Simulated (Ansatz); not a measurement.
# CCSD/cc-pVDZ run of Al2H4Se (SMILES [AlH2][AlH][SeH])

Aim: the electronic atomisation energy of Al2H4Se at CCSD/cc-pVDZ, from 4 runs. 

The results are computed with Ansatz 0.2.0.

51 further runs of the same task are left out: 51 set aside as unsound or not needed. Runs told in other sessions of the task aren't counted.

## (1) The structure to begin with

Al2H4Se has 7 atoms, charge 0, and is taken as a singlet. SMILES: `[AlH2][AlH][SeH]`. Geometry: relaxed at PBE0-D4/def2-TZVP. This is one conformer, not always the lowest.

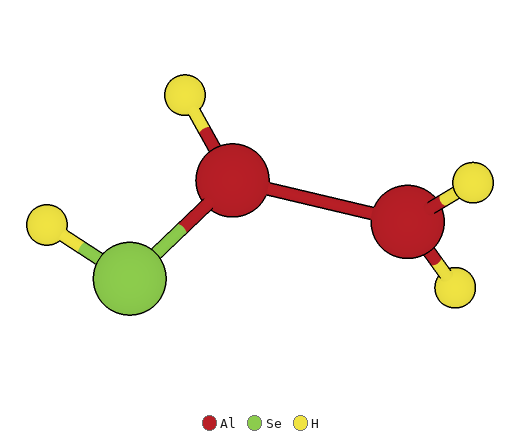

The structure, seen from a chosen angle (aluminium red, selenium green, hydrogen yellow).

## (2) A single-point energy at CCSD/cc-pVDZ

Input file run.yaml:

```yaml
crystal:
  periodic: [false, false, false]
  atoms:
    - {symbol: Al, position_ang: [-1.578100, 0.539600, -0.900300]}
    - {symbol: Al, position_ang: [0.683400, 0.231600, 0.310300]}
    - {symbol: Se, position_ang: [1.280700, -1.943000, 0.899300]}
    - {symbol: H, position_ang: [-1.688000, 0.476100, -2.487900]}
    - {symbol: H, position_ang: [-2.924300, 0.803000, -0.090900]}
    - {symbol: H, position_ang: [1.737000, 1.353100, 0.713600]}
    - {symbol: H, position_ang: [2.550600, -1.528300, 1.510400]}
basis:
  gaussian: {orbitals: cc-pVDZ}
scf: {omitted_lower_state_checks: [cluster_reference, increment]}
correlation: {method: ccsd, frozen_orbitals: {Al: 5, H: 0, Se: 9}}
accuracy: high
```

Command:

```
$ ansatz run run.yaml --threads 1 --pin off --max-ram 2610MiB --events-out events.jsonl --progress --plain --runs-dir runs
```

The program printed:

```text
Warning: RAYON_NUM_THREADS=1 ignored (pool sized by the plan → 1); use --threads N
[... 11 lines left out ...]
19 core orbitals not correlated: weight in the atoms' cores, before any rotation towards them, 1.000 or more for the frozen orbitals, at most 0.000 for the correlated occupied ones
[... 25 lines left out ...]
Total energy: -78540.35315805 eV, -2886.3047419948 hartree
Checks for a lower state left out: cluster_reference, increment
```

Wall time 12 s (1 thread of Arm Neoverse V2, shared host); peak memory 0.35 GiB.

## (3) The Al atom

Input file job.yaml:

```yaml
crystal:
  periodic: [false, false, false]
  atoms:
    - {symbol: Al, position_ang: [0.000000, 0.000000, 0.000000]}
basis:
  gaussian:
    orbitals: cc-pVDZ
magnetization:
  spin_polarized: true
  initial_magnetization: 1
correlation:
  method: ccsd
  frozen_orbitals: {Al: 5}
accuracy: high
scf:
  omitted_lower_state_checks: [cluster_reference, increment]
```

Run the same way, it converges to -241.92059 Eh (log not shown).

## (4) The H atom: a single-point energy at UHF/cc-pVDZ

Input file in.yaml:

```yaml
crystal:
  periodic: [false, false, false]
  atoms:
    - symbol: H
      position_ang: [0.000000, 0.000000, 0.000000]
basis:
  gaussian: {orbitals: cc-pVDZ}
magnetization: {spin_polarized: true, initial_magnetization: 1}
hamiltonian: {xc: hf}
accuracy: high
```

Command:

```
$ ansatz run in.yaml --threads 1 --pin off --max-ram 2610MiB --events-out events.jsonl --progress --plain --runs-dir runs
```

The program printed:

```text
Warning: RAYON_NUM_THREADS=1 ignored (pool sized by the plan → 1); use --threads N
Functional definition: HF
  name "HF"
  exchange = exact_x
  correlation = 0
15 factors; integrals over basis functions are off by at most 4.6e-8 eV
mean field evaluation 1: about -13.5522 eV, gradient 1.6e0 eV
mean field evaluation 2: about -13.5522 eV, gradient 1.6e0 eV
mean field evaluation 4: about -13.5861 eV, gradient 1.4e-4 eV
mean field evaluation 8: about -13.5861 eV, gradient 4.9e-14 eV
mean field -13.58605748 eV, -0.4992784034 hartree, gradient 1.6e-10 eV, S^2 0.750000; 0 other end points of the search recorded, 0 dependent functions left out
reference -13.58605748 eV, -0.4992784034 hartree; 1, 0 occupied and 4, 5 virtual orbitals, 15 factors
Total energy: -13.58605748 eV, -0.4992784034 hartree
```

Run time: 0.04 s. Hardware: 1 thread of Arm Neoverse V2, shared host.

## (5) The Se atom

Input file in.yaml:

```yaml
crystal:
  periodic: [false, false, false]
  atoms:
    - {symbol: Se, position_ang: [0.000000, 0.000000, 0.000000]}
basis:
  gaussian: {orbitals: cc-pVDZ}
scf: {omitted_lower_state_checks: [cluster_reference, increment]}
accuracy: high
magnetization: {spin_polarized: true, initial_magnetization: 2}
correlation: {method: ccsd, frozen_orbitals: {Se: 9}}
```

Command:

```
$ ansatz run in.yaml --threads 1 --pin off --max-ram 2610MiB --events-out events.jsonl --progress --plain --runs-dir runs
```

The program printed:

```text
Warning: RAYON_NUM_THREADS=1 ignored (pool sized by the plan → 1); use --threads N
[... 13 lines left out ...]
9 core orbitals not correlated: weight in the atoms' cores, before any rotation towards them, 1.000 or more for the frozen orbitals, at most 0.000 for the correlated occupied ones
[... 16 lines left out ...]
Total energy: -65304.53023386 eV, -2399.8972210940 hartree
Checks for a lower state left out: cluster_reference, increment
```

It took 0.46 s on 1 thread of Arm Neoverse V2, shared host.

## (6) Results

At CCSD/cc-pVDZ, 19 core orbitals frozen:

| quantity | value |
| --- | --- |
| molecule: total energy | -2886.30474 Eh |
| molecule: correlation energy (19 core orbitals frozen) | -307.2 mEh |
| molecule: T1 diagnostic | 0.011 |
| Al atom: total energy | -241.92059 Eh |
| Al atom: correlation energy (5 core orbitals frozen) | -47.1 mEh |
| Al atom: ⟨S²⟩ of the reference determinant | 0.764 |
| Al atom: T1 diagnostic | 0.014 |
| H atom: total energy | -0.49928 Eh |
| H atom: ⟨S²⟩ | 0.750 |
| Se atom: total energy | -2399.89722 Eh |
| Se atom: correlation energy (9 core orbitals frozen) | -100.1 mEh |
| Se atom: ⟨S²⟩ of the reference determinant | 2.006 |
| Se atom: T1 diagnostic | 0.004 |
| electronic atomisation energy | 15.490 eV |

Taking the molecule apart into free atoms costs 15.49 eV (357 kcal/mol), before zero-point energy and without spin-orbit coupling.
